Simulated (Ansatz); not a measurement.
The reference is GaN in the wurtzite structure (space group P6_3mc, No. 186; a = 3.218 Å, c = 5.243 Å).

One thing is altered: every lattice vector is shortened by 0.60 %, atoms relaxed at fixed cell.

Computed with Ansatz (a first-principles code), PBE, PAW, cutoff 420 eV, scalar-relativistic without spin-orbit coupling.

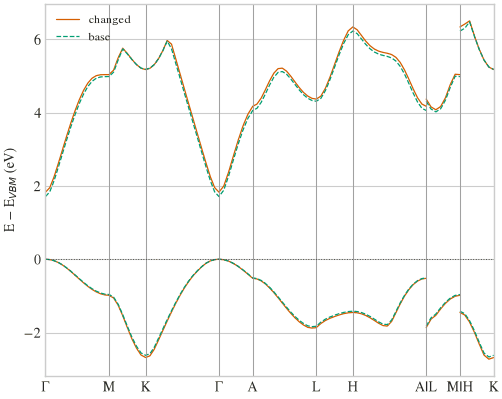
Figure: Highest valence and lowest conduction band along the path, each from its own valence-band maximum

### Question
Read the changed gap and its character from the plot.

### Answer
About 1.8 eV, direct at Γ.

The cells carry an imposed strain or load. No phonon test of stability was made.
